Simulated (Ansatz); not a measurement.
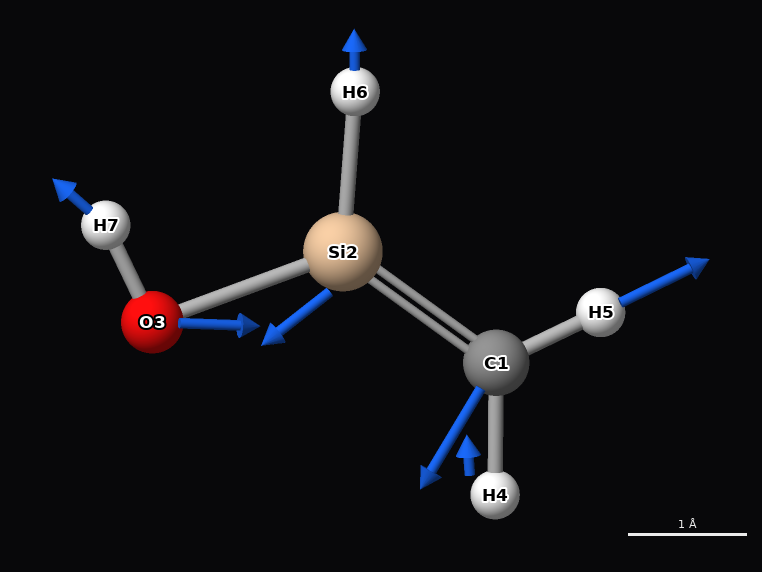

Arrows show the forces on the atoms, 0.2 Å of arrow for 1 eV/Å; forces under a tenth of the largest aren't drawn. Level of theory: r2SCAN-D4/def2-TZVPP (Ansatz 0.2.0).

On which atom is the force largest, and how large is it?

Answer. On C1: 5.03 eV/Å.

Along which bond is the force strongest?

Answer. C1–H5, now 0.991 Å: the forces push its atoms apart, so a first step downhill lengthens it.

List the force components in the frame of the picture (x right, y up, z towards the viewer), in eV/Å.

```tsv
atom	Fx	Fy	Fz
C1	−2.58	−4.31	−0.23
Si2	−2.91	−2.29	0.49
O3	3.45	−0.13	−0.96
H4	−0.14	1.72	0.37
H5	3.80	1.86	−0.55
H6	−0.03	1.75	0.34
H7	−1.59	1.39	0.55
```
